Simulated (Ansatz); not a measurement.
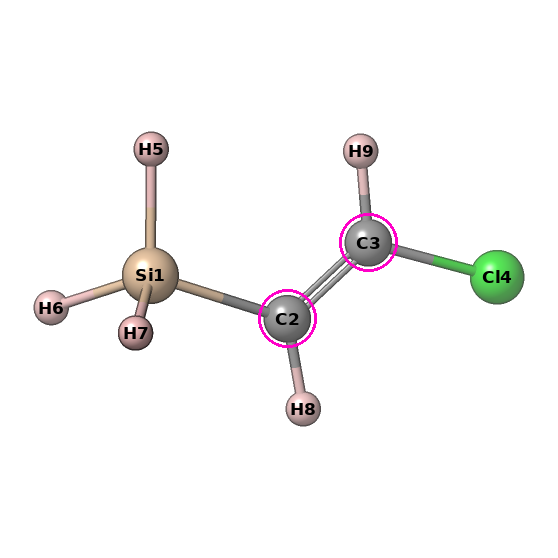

Distant atoms are faded towards the background colour. Circles mark the stereogenic atoms. Computed geometry: PBE-D4/def2-SVP optimisation. No frequency run is at hand to confirm it as a minimum.

Q: Assign CIP descriptors.

A: C2=C3: E.

Q: Give a SMILES with the stereochemistry.

A: [SiH3]/C=C/Cl
